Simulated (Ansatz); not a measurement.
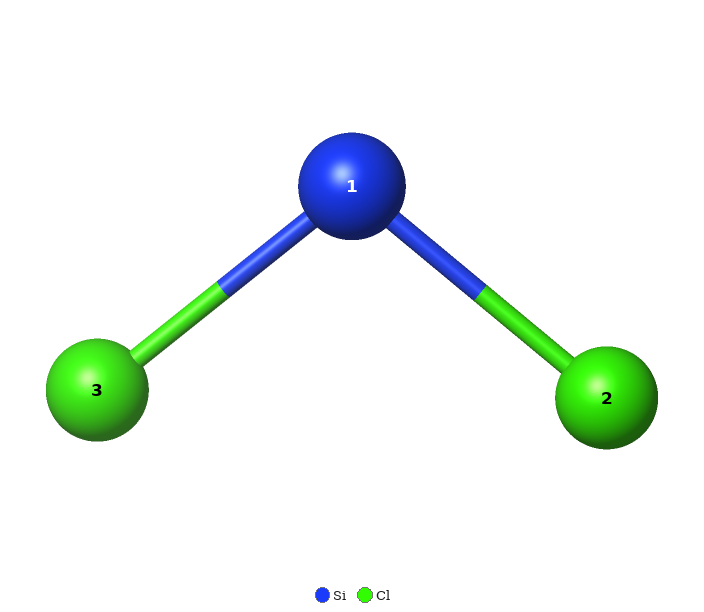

The atoms are numbered. The computed structure is the end point of a PBE0-D4/def2-TZVP optimisation.

Which atoms are bonded, and how long are the bonds?

| bond | length (Å) |
| --- | --- |
| Si1–Cl2 | 2.077 |
| Si1–Cl3 | 2.077 |
